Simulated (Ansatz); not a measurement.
The figure comes from a scan of BaGaGeH (space group P3m1): one Ge atom of a 4-atom cell moves by u along (1.00, 0.00, 0.00) and v along (0.00, 0.00, 1.00). Level of theory: PBEsol (plane waves to 420 eV, PAW, scalar-relativistic; Ansatz, a quantum-chemistry and plane-wave program). k mesh 7×7×5 (Γ-centred), Fermi-Dirac smearing 0.05 eV. As the smearing reaches across the gap at some points, energies and forces of such displacements shift with the k mesh and the smearing. Fu and Fv are the components of the force on the atom. BaGaGeH was relaxed with its symmetry unable to fall. 

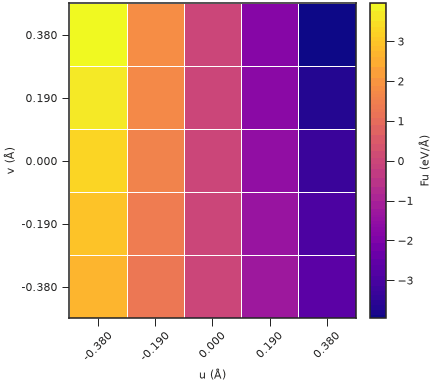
Figure: Fu (eV/Å), one tile a computed point.

Read the plotted values off the figure, to the accuracy that the plot allows.

To the nearest 1:

Fu (eV/Å), with u across and v down:

```
v \ u   -0.380  -0.190  0.000  0.190  0.380
------  ------  ------  -----  -----  -----
-0.380       3       1      0     -1     -3
-0.190       3       1      0     -1     -3
0.000        3       2      0     -2     -3
0.190        4       2      0     -2     -4
0.380        4       2      0     -2     -4
```

(For displaced atoms, the force is minus the slope of the energy, and its curvature is a force constant, which sets phonon frequencies.)
